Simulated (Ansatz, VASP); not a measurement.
**GaN: VASP beside Ansatz**

Aim: how closely do two programs agree when they are given the same cell, functional and k mesh? The cell is taken from a series of VASP runs on this material, whose earlier steps may have relaxed, scaled or displaced it; both programs get it as it stands. Valence electrons are named where the data sets of a main pair hold unlike numbers.

Method: plane waves, with VASP 6.6.1 beside it; relaxation of cell and atoms at LDA and band structure at HSE06, in Ansatz 0.2.0.

## 1. Starting point

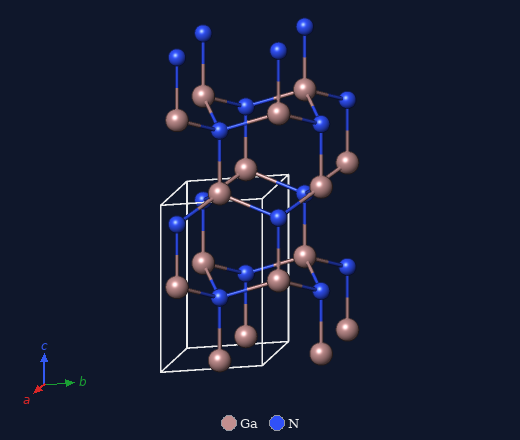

Start, viewed slightly off an axis; gallium pink, nitrogen blue. 2×2×2 cells are drawn.

## 2. VASP: relaxation of cell and atoms, LDA

The relaxed volume is the usual yardstick between codes: in a stiff, nearly cubic crystal its relative difference is about their pressure difference at one cell divided by the bulk modulus.

Lines of VASP's logs that name or quote its potential files are left out, and so is its time.

Input file INCAR:

```
SYSTEM = GaN
PREC = Accurate
ENCUT = 520
EDIFF = 1E-06
NELM = 100
ISMEAR = 0
SIGMA = 0.03
LREAL = .FALSE.
ALGO = Normal
GGA = CA
NBANDS = 24
LORBIT = 11
LWAVE = .FALSE.
LCHARG = .FALSE.
KPAR = 8
IBRION = 2
NSW = 50
ISIF = 3
EDIFFG = -0.006
```

Input file POSCAR:

```
GaN
1.0
    3.1584834946      0.0000000000      0.0000000000
   -1.5792417473      2.7353269438      0.0000000000
    0.0000000000      0.0000000000      5.1483387765
Ga N
2 2
Direct
    0.3333333333      0.6666666667      0.0917933615
    0.6666666667      0.3333333333      0.5917933615
    0.3333333333      0.6666666667      0.4682066385
    0.6666666667      0.3333333333      0.9682066385
```

Input file KPOINTS:

```
Automatic mesh
0
Gamma
8 8 4
0 0 0
```

The projector-augmented-wave data sets are Ga_d and N (LDA family, release 64).

Run with:

```console
$ mpirun -np 8 vasp_std
```

Numbers of over 12 decimals in the logs are rounded to 6 here.

Log:

```text
[banner, memory and clock lines left out]
running    8 mpi-ranks, on    1 nodes
 distrk:  each k-point on    1 cores,    8 groups
 distr:  one band on    1 cores,    1 groups

 POSCAR found type information on POSCAR GaN
 POSCAR found :  2 types and       4 ions
|                                                                             |
|           W    W    AA    RRRRR   N    N  II  N    N   GGGG   !!!           |
|           W    W   A  A   R    R  NN   N  II  NN   N  G    G  !!!           |
|           W    W  A    A  R    R  N N  N  II  N N  N  G       !!!           |
|           W WW W  AAAAAA  RRRRR   N  N N  II  N  N N  G  GGG   !            |
|           WW  WW  A    A  R   R   N   NN  II  N   NN  G    G                |
|           W    W  A    A  R    R  N    N  II  N    N   GGGG   !!!           |
|                                                                             |
|     For optimal performance we recommend to set                             |
|       NCORE = 2 up to number-of-cores-per-socket                            |
|     NCORE specifies how many cores store one orbital (NPAR=cpu/NCORE).      |
|     This setting can greatly improve the performance of VASP for DFT.       |
|     The default, NCORE=1 might be grossly inefficient on modern             |
|     multi-core architectures or massively parallel machines. Do your        |
|     Unfortunately you need to use the default for GW and RPA                |
|     calculations (for HF NCORE is supported but not extensively tested      |
|     yet).                                                                   |
|                                                                             |

 LDA part: xc-table for (Slater(with rela. corr.)+CA(PZ))
 , standard interpolation
 POSCAR, INCAR and KPOINTS ok, starting setup
 FFT: planning ... GRIDC
 FFT: planning ... GRID_SOFT
 FFT: planning ... GRID
 WAVECAR not read
 entering main loop
       N       E                     dE             d eps       ncg     rms          rms(c)
DAV:   1     0.276022035710E+03    0.27602E+03   -0.18391E+04  1528   0.283E+03
DAV:   2     0.112956068611E+01   -0.27489E+03   -0.26363E+03  1616   0.523E+02
DAV:   3    -0.311165216529E+02   -0.32246E+02   -0.31976E+02  1712   0.143E+02
DAV:   4    -0.320387078883E+02   -0.92219E+00   -0.92074E+00  1800   0.270E+01
DAV:   5    -0.320560147643E+02   -0.17307E-01   -0.17295E-01  1696   0.335E+00    0.107E+01
DAV:   6    -0.279341374046E+02    0.41219E+01   -0.12777E+01  2480   0.549E+01    0.315E+00
DAV:   7    -0.279708914214E+02   -0.36754E-01   -0.13767E+00  1528   0.900E+00    0.259E+00
DAV:   8    -0.279328375277E+02    0.38054E-01   -0.27975E-01  2464   0.616E+00    0.113E+00
DAV:   9    -0.279097763949E+02    0.23061E-01   -0.84026E-02  2424   0.463E+00    0.328E-01
DAV:  10    -0.279105415488E+02   -0.76515E-03   -0.56957E-03  1544   0.586E-01    0.126E-01
DAV:  11    -0.279103167653E+02    0.22478E-03   -0.12663E-03  2256   0.656E-01    0.448E-02
DAV:  12    -0.279103321845E+02   -0.15419E-04   -0.14079E-04  1520   0.772E-02    0.588E-02
DAV:  13    -0.279103315895E+02    0.59501E-06   -0.19545E-06  1584   0.194E-02
   1 F= -.27910332E+02 E0= -.27910332E+02  d E =-.279103E+02
 curvature:   0.00 expect dE= 0.000E+00 dE for cont linesearch  0.000E+00
 trial: gam= 0.00000 g(F)=  0.468E-06 g(S)=  0.335E-05 ort = 0.000E+00 (trialstep = 0.100E+01)
 search vector abs. value=  0.381E-05
 reached required accuracy - stopping structural energy minimisation
```

From OUTCAR (step 2):

```text
ion  position               nearest neighbor table
   1  0.333  0.667  0.092-   4 1.93   4 1.93   4 1.93   3 1.94
   2  0.667  0.333  0.592-   3 1.93   3 1.93   3 1.93   4 1.94
   3  0.333  0.667  0.468-   2 1.93   2 1.93   2 1.93   1 1.94
   4  0.667  0.333  0.968-   1 1.93   1 1.93   1 1.93   2 1.94

  LATTYP: Found a hexagonal cell.
 ALAT       =     3.1584834946
 C/A-ratio  =     1.6300033815

 Subroutine GETGRP returns: Found 12 space group operations
 (whereof  6 operations were pure point group operations)

The static configuration has the point symmetry C_3v.
 The point group associated with its full space group is C_6v.

 Found     30 irreducible k-points:

   k-points           NKPTS =     30   k-points in BZ     NKDIM =     30   number of bands    NBANDS=     24

   dimension x,y,z NGX =    24 NGY =   24 NGZ =   40
   dimension x,y,z NGXF=    48 NGYF=   48 NGZF=   80

   ENCUT  =  520.0 eV  38.22 Ry    6.18 a.u.   5.87  5.87  9.57*2*pi/ulx,y,z

   NELECT =      36.0000    total number of electrons

 k-points in reciprocal lattice and weights: Automatic mesh
   0.00000000  0.00000000  0.00000000       0.004
   0.12500000 -0.00000000  0.00000000       0.023
   0.25000000 -0.00000000  0.00000000       0.023
   0.37500000  0.00000000  0.00000000       0.023
   0.50000000 -0.00000000  0.00000000       0.012
   0.12500000  0.12500000  0.00000000       0.023
   0.25000000  0.12500000  0.00000000       0.047
   0.37500000  0.12500000  0.00000000       0.047
   0.25000000  0.25000000  0.00000000       0.023
[...]
0.25000000  0.25000000  0.50000000       0.023
   0.37500000  0.25000000  0.50000000       0.023

 average (electrostatic) potential at core
       1 -64.4270       2 -64.4270       3 -61.6731       4 -61.6731

 E-fermi :   5.5695

 k-point     1 :       0.0000    0.0000    0.0000
  band No.  band energies     occupation
    ...
     14       4.2970      2.00000
     15       4.2970      2.00000
     16       5.3225      2.00000
     17       5.3745      2.00000
     18       5.3745      2.00000
     19       7.4767      0.00000
     20       9.7119      0.00000
     21      14.5566      0.00000
     22      15.2346      0.00000
     23      15.2346      0.00000
    ...

 k-point     2 :       0.1250   -0.0000    0.0000
  band No.  band energies     occupation
    ...
     14       3.2100      2.00000
     15       3.9729      2.00000
     16       4.2366      2.00000
     17       5.1591      2.00000
     18       5.2290      2.00000
     19       8.4780      0.00000
     20      10.5733      0.00000
     21      13.9611      0.00000
     22      14.4788      0.00000
     23      15.6240      0.00000
    ...

 k-point     3 :       0.2500   -0.0000    0.0000
  band No.  band energies     occupation
    ...
     14       1.2347      2.00000
     15       2.4855      2.00000
     16       3.3036      2.00000
     17       4.6206      2.00000
     18       4.8546      2.00000
     19       9.7610      0.00000
     20      11.3371      0.00000
     21      12.6922      0.00000
     22      13.8882      0.00000
     23      15.5448      0.00000
    ...

  Total       -0.0102971     -0.0102971      0.0080915      0.0000000      0.0000000      0.0000000
  in kB       -0.3709101     -0.3709101      0.2914627      0.0000000      0.0000000      0.0000000
  external PRESSURE =      -0.1501192 kB  Pullay stress =       0.0000000 kB

  energy-cutoff  :      520.00
  volume of cell :       44.48
      direct lattice vectors                 reciprocal lattice vectors
     3.158483495  0.000000000  0.000000000     0.316607638  0.182793505  0.000000000
    -1.579241747  2.735326944  0.000000000     0.000000000  0.365587010  0.000000000
     0.000000000  0.000000000  5.148338777     0.000000000  0.000000000  0.194237412

 POSITION                                       TOTAL-FORCE (eV/Angst)
 -----------------------------------------------------------------------------------
     -0.00000      1.82355      0.47258        -0.000000      0.000000     -0.001557
      1.57924      0.91178      3.04675         0.000000     -0.000000     -0.001557
     -0.00000      1.82355      2.41049         0.000000      0.000000      0.001557
      1.57924      0.91178      4.98466        -0.000000     -0.000000      0.001557
 -----------------------------------------------------------------------------------
    total drift:                               -0.000000     -0.000000     -0.000967

  FREE ENERGIE OF THE ION-ELECTRON SYSTEM (eV)
  ---------------------------------------------------
  free  energy   TOTEN  =       -27.9103315895 eV

  energy  without entropy=      -27.9103315895  energy(sigma->0) =      -27.91033159

 reached required accuracy - stopping structural energy minimisation

 total charge
# of ion       s       p       d       tot
------------------------------------------
    1        0.801   0.942  10.195  11.938
    2        0.801   0.942  10.195  11.938
    3        1.209   2.509   0.000   3.718
    4        1.209   2.509   0.000   3.718
--------------------------------------------------
tot          4.020   6.903  20.389  31.312

[... 3 further parts left out ...]
```

The gap is read on the k-mesh alone, so it is an upper bound where the band edges lie off the mesh. The run keeps the 12 symmetry operations of its start, so it cannot find a distortion of lower symmetry.

## 3. Ansatz: relaxation of cell and atoms, LDA

Ansatz runs on its default PAW (the set named soft_2) files.

The same cell, functional (in two slightly different forms), mesh and smearing now go to Ansatz, which takes its cutoff from its data sets.

Input file input.yaml:

```yaml
crystal:
  lattice:
    - [3.1584834946, 0.0, 0.0]
    - [-1.5792417473, 2.7353269438, 0.0]
    - [0.0, 0.0, 5.1483387765]
  atoms:
    - { symbol: Ga, position: [0.3333333333, 0.6666666667, 0.0917933615] }
    - { symbol: Ga, position: [0.6666666667, 0.3333333333, 0.5917933615] }
    - { symbol: "N", position: [0.3333333333, 0.6666666667, 0.4682066385] }
    - { symbol: "N", position: [0.6666666667, 0.3333333333, 0.9682066385] }
hamiltonian:
  xc: lda
  pseudopotentials: { kind: paw }
kpoints:
  mp_grid: { grid: [8, 8, 4] }
scf:
  occupations: { method: gaussian, width: 0.03 }
relax:
  f_tol: 0.01
  max_steps: 60
  cell: { stress_tol: 0.05 }
output:
  forces: true
  stress: true
```

Run with:

```console
$ ansatz run input.yaml --threads 4 --pin off --max-ram 9216MiB --backend cpu --events-out ev --progress --plain --runs-dir out
```

Log:

```text
Engine: ansatz 0.2.0, aarch64-unknown-linux-gnu
Pseudopotentials: kind: paw
Pseudopotential: Ga, paw, valence charge 13, recommended cutoff 420 eV (normal), Ga.paw.azcp
Pseudopotential: N, paw, valence charge 5, recommended cutoff 420 eV (normal), N.paw.azcp
Functional definition: SPW92
  exchange = slater_x
  correlation = pw_c
Crystal: 4 atoms, lattice volume = 44.479 Å³
Basis set: ecut = 420 eV, 869 PW (Γ)
Bands: 22, of which v1, the nominal top of the filled ones, is band 18 counted from 1 (17 counted from 0)
Symmetry: 12 space group operations
Space group: P63mc (ITA 186), of the structure as read, at distance tolerance 3.5e-5 Å
k-points: 30 of 256 (time reversal used)
Non-local potential: Ga, projectors of the file, l = 0: 2, l = 1: 2, l = 2: 3, l = 3: 1
Non-local potential: N, projectors of the file, l = 0: 2, l = 1: 2, l = 2: 1
PAW form: soft (Blöchl's): semilocal exchange-correlation on the pseudo side does not see the compensation charge
PAW frozen core: Ga, regenerated for the run's functional, and the local potential with it (the file was generated under x = pbe(κ = 0.804, μ = 0.219515), c = pbe(β = 0.066725))
PAW frozen core: N, regenerated for the run's functional, and the local potential with it (the file was generated under x = pbe(κ = 0.804, μ = 0.219515), c = pbe(β = 0.066725))
PAW one-centre angular grid: Ga, 590 points (default); XC on 64 Gauss nodes
PAW one-centre angular grid: N, 110 points (default); XC on 64 Gauss nodes
Initial density: superposition of atomic densities (neutral atoms: chi_scale 0, normalization atom), corrected by the library's trained network
Initial wavefunctions: pseudopotential atomic-orbital guess
Functional: x = slater, c = lda
SCF iter   1: F=—  HF=-8164.210552 eV  |F-HF|=—  |Δ(HF+E_count)|=         —  Δρ=1.35e-2  dr2=7.66e-2  ethr=1.77e-3  ⟨swp⟩=5.5  Hψ=2712  notcnv=0
preconditioner: auto → Resta (q_TF=auto, 2.634 Å⁻¹)  ε∞=5.0  [insulator: Δε(μ)=1.985 eV  Ē_g=16.670 eV  σ=0.030 eV  W_gap=1.00  n_scr=22 (ndim 8)  ℏωp=33.4 eV  f_vac=0.007  D(μ)=0.00/eV (n_scr^D=0)  ε∞_Penn≈5.0]
SCF iter   2: F=—  HF=-8164.188810 eV  |F-HF|=—  |Δ(HF+E_count)|=   2.17e-2  Δρ=3.61e-3  dr2=3.39e-3  ethr=2.13e-4  ⟨swp⟩=2.3  Hψ=1253  notcnv=0
SCF iter   3: F=—  HF=-8164.187875 eV  |F-HF|=—  |Δ(HF+E_count)|=   9.35e-4  Δρ=1.61e-3  dr2=5.46e-4  ethr=9.42e-6  ⟨swp⟩=1.3  Hψ=677  notcnv=0
SCF iter   4: F=—  HF=-8164.187691 eV  |F-HF|=—  |Δ(HF+E_count)|=   1.84e-4  Δρ=1.45e-4  dr2=4.89e-6  ethr=1.52e-6  ⟨swp⟩=2.3  Hψ=1159  notcnv=0
SCF iter   5: F=—  HF=-8164.187686 eV  |F-HF|=—  |Δ(HF+E_count)|=   4.95e-6  Δρ=6.58e-5  dr2=1.43e-6  ethr=1.36e-8  ⟨swp⟩=2.0  Hψ=1196  notcnv=0
SCF iter   6: F=-8164.187685 eV  HF=-8164.187685 eV  |F-HF|=3.14e-9  |Δ(HF+E_count)|=   9.94e-7  Δρ=1.30e-5  dr2=8.32e-8  ethr=2.78e-10  ⟨swp⟩=3.0  Hψ=2965  notcnv=0
SCF 1 converged in 6 iterations: F = -8164.187685 eV  dr2 = 8.32e-8
  greatest PAW one-centre occupation: 0.996 electrons in one spin orbital (limit 2), on the Ga atom at site 0 (counted from 0), in its partial waves of l = 2
relax step   1: F+E_penalty+E_count = -8164.18768520 eV  Δ(F+E_penalty+E_count) = +0.000e0 eV  max|allowed force component| = 2.874e-3 eV/Å  Δτ_max = 0.0000 Å  P = -1.244 GPa  Ω = 44.479 Å³  (6 SCF iters, dr2 threshold 1.00e-7 eV, accepted)
[...]
relax step   2: F+E_penalty+E_count = -8164.18924478 eV  Δ(F+E_penalty+E_count) = -1.560e-3 eV  max|allowed force component| = 1.601e-3 eV/Å  Δτ_max = 0.0000 Å  P = -0.494 GPa  Ω = 44.316 Å³  energy of the carried Pulay correction = +6.752e-4 eV  (4 SCF iters, dr2 threshold 4.00e-7 eV, accepted)
[...]
relax step   3: F+E_penalty+E_count = -8164.18985273 eV  Δ(F+E_penalty+E_count) = -6.079e-4 eV  max|allowed force component| = 3.369e-4 eV/Å  Δτ_max = 0.0000 Å  P = +0.004 GPa  Ω = 44.210 Å³  energy of the carried Pulay correction = +1.119e-3 eV  (4 SCF iters, dr2 threshold 4.00e-7 eV, accepted)
[...]
relax step   4: F+E_penalty+E_count = -8164.18887636 eV  Δ(F+E_penalty+E_count) = +9.764e-4 eV  max|allowed force component| = 4.053e-4 eV/Å  Δτ_max = 0.0000 Å  P = -0.029 GPa  Ω = 44.210 Å³  stress off target by 2.98e-2 GPa  SCF on the basis re-selected at this cell (its energy is not comparable with the rows above)  (6 SCF iters)
basis re-selected at this cell: Δ(F+E_penalty+E_count) = +9.764e-4 eV, ΔP = -0.034 GPa vs the last step (what re-selecting the basis moved, of the pressure what is left beyond the Pulay correction that the steps carried, after the strain that the cell walked since its last selection, with what the two solves' SCF thresholds leave and, on support functions, any second-order correction that the steps lacked; it is no m [...]
SCF converged after 6 iterations
Free energy (F): -8164.188876 eV
Harris-Foulkes:  -8164.188876 eV  (|F-HF|=9.09e-13)
Internal energy: -8164.188876 eV  (E = F + TS)
E sigma→0 (E₀):  -8164.188876 eV
Fermi energy:    10.902371 eV
--- Per-component energies (eV) ---
  E_band       = -8.976557
  E_kinetic    = 496.109523
  E_local      = -3859.220847  (includes V_loc(G=0)·N_el)
  E_nonlocal   = 955.469915
  E_hartree    = 1774.989131
  E_xc         = -256.470894
  E_vxc        = -269.435092  (∫ρ·V_xc dr)
  E_paw        = -4070.218697  (= ΣΔE_a)
  E_vpaw       = -881.878242  (= ΣTr[D̂ρ^β])
  E_aug_tail   = 0.000033  (compensation charges beyond the density's cutoff)
  E_ewald      = -3208.464086
  E_core_change = 3.617048  (= ΣΔE_core)
  E_smearing   = -0.000000  (= −TS)
  E_closure    = 0.000000  (closes the sum)
  Σ components = -8164.188876   (vs F -8164.188876, Δ=0.00e0)
--- Forces (eV/Å), atoms counted from 1 ---
  atom   1  Ga     0.00000000     0.00000000    -0.00040588
  atom   2  Ga     0.00000000    -0.00000000    -0.00040588
  atom   3  N      0.00000000     0.00000000     0.00040471
  atom   4  N     -0.00000000    -0.00000000     0.00040471
  max |Σ_I F_I| component: 2.34e-6 eV/Å
--- Stress (GPa, compression-positive) ---
       -0.029223       0.000000       0.000000
        0.000000      -0.029223       0.000000
        0.000000       0.000000      -0.029767
  P = ⅓ Tr σ = -0.0294 GPa (-0.294 kbar)
--- Relaxed structure (3 steps of the walk, 3 accepted, 1 SCFs on fresh bases) ---
  F+E_penalty+E_count = -8164.18887636 eV   max|allowed force component| = 4.053e-4 eV/Å   (the final SCF, on the basis selected at the relaxed cell)
  cell:  # Å, volume = 44.2097 Å³
    - [3.151910, 0.0, 0.0]
    - [-1.575955, 2.729634, 0]
    - [0.0, 0, 5.138537]
  atoms:
    - { symbol: Ga, position: [0.333333, 0.666667, 0.091798] }
    - { symbol: Ga, position: [0.666667, 0.333333, 0.591798] }
    - { symbol: N, position: [0.333333, 0.666667, 0.468202] }
    - { symbol: N, position: [0.666667, 0.333333, 0.968202] }
```

Wall time 2.9 s (4 threads of Arm Neoverse V1, shared host); peak memory 0.35 GiB; 10 s of CPU time.

## 4. Differences

Known differences besides the potentials themselves: the two LDA forms differ slightly; both relaxations stop at a tolerance, which leaves soft axes loose, and VASP keeps its plane-wave basis; the cutoff is 420 eV in Ansatz and 520 eV in VASP; VASP's log shows a relativistic correction to its local exchange, Ansatz's none; Ansatz adds a Pulay correction to the stress that steers its cell, VASP none. Total energies have different zeros and are not compared.

The two programs side by side:

| quantity | Ansatz | VASP | difference |
| --- | --- | --- | --- |
| volume (Å³) | 44.21 | 44.48 | -0.61 % |
| edge a after relaxation, in the typed setting (Å) | 3.152 | 3.159 | -0.21 % |
| edge c after relaxation, in the typed setting (Å) | 5.138 | 5.148 | -0.19 % |

The walks stopped with -0.03 GPa left in Ansatz and -0.02 GPa in VASP; each walk ends within a tolerance, so the volume difference is uncertain by about these residues over the bulk modulus, most in soft cells.

## 5. Ansatz: band structure, HSE06

The same path points are solved in both programs, so levels can be compared one by one.

The cell is taken from a series of VASP runs on this material, whose earlier steps may have relaxed, scaled or displaced it; both programs get it as it stands.

Input file input.yaml:

```yaml
crystal:
  lattice:
    - [3.1972, 0.0, 0.0]
    - [-1.5986, 2.768856421, 0.0]
    - [0.0, 0.0, 5.207]
  atoms:
    - { symbol: Ga, position: [0.3333333333, 0.6666666667, 0.0916875968] }
    - { symbol: Ga, position: [0.6666666667, 0.3333333333, 0.5916875968] }
    - { symbol: "N", position: [0.3333333333, 0.6666666667, 0.4683124032] }
    - { symbol: "N", position: [0.6666666667, 0.3333333333, 0.9683124032] }
hamiltonian:
  xc: { exchange: pbe, correlation: pbe, exx: { coeff: 0.25, omega: 0.2 } }
  pseudopotentials: { kind: paw }
kpoints:
  mp_grid: { grid: [5, 5, 3] }
  band_path:
    path:
      - [0.0, 0.0, 0.0]
      - [0.44444, 0.0, 0.0]
      - [0.38889, 0.22222, 0.0]
      - [0.18519, 0.18519, 0.0]
      - [0.0, 0.0, 0.11111]
      - [0.0, 0.0, 0.5]
      - [0.44444, 0.0, 0.5]
      - [0.38889, 0.22222, 0.5]
      - [0.18519, 0.18519, 0.5]
      - [0.5, 0.0, 0.38889]
      - [0.33333, 0.33333, 0.0]
      - [0.33333, 0.33333, 0.5]
    npoints: 1
scf:
  occupations: { method: gaussian, width: 0.03 }
  n_extra_bands: 8
output:
  forces: true
  stress: true
  eigenvalues: true
  write_density: true
  write_potential: true
  elf: true
  volumetric_format: npy
```

Log:

```text
[...]
--- Band table (eV; the first three rows and the last of 10) ---
  k-point 0: bands = [... 14 lower, 7.6197, 8.6958, 8.7267, 8.7267, 11.8496, 14.3686, 19.6441, 20.1631, ... 4 higher]
  k-point 1: bands = [... 14 lower, 7.8853, 7.8853, 8.4385, 8.4385, 13.5937, 14.5187, 18.9539, 19.3134, ... 4 higher]
  k-point 2: bands = [... 14 lower, 6.4386, 6.8957, 8.2528, 8.3659, 13.8027, 15.9884, 18.0546, 18.9816, ... 4 higher]
  k-point 9: bands = [... 14 lower, 4.4629, 5.6345, 6.3830, 7.1058, 15.3859, 16.6331, 17.8364, 18.0857, ... 4 higher]
[key lines of the parts left out:]
Free energy (F): -8336.809968 eV
Fermi energy:    10.288215 eV
P = ⅓ Tr σ = -2.6546 GPa (-26.546 kbar)
```

Wall time 30 s (4 threads); peak memory 0.77 GiB; 1.8 min of CPU time.

(Continued in part 2 of 2.)

[Lines on the potential files, build, host, timing and source positions are cut from VASP's logs without a mark.]

[Logs are printed without paths, hosts, clocks, repeated set-up lines and the standing remarks that a program may print on its own settings, such as how far it seeks lower states.]

[Hosts, paths, dates, database ids (printed as entryN), source tags and the programs' standing remarks are cut or masked in the printed files.]
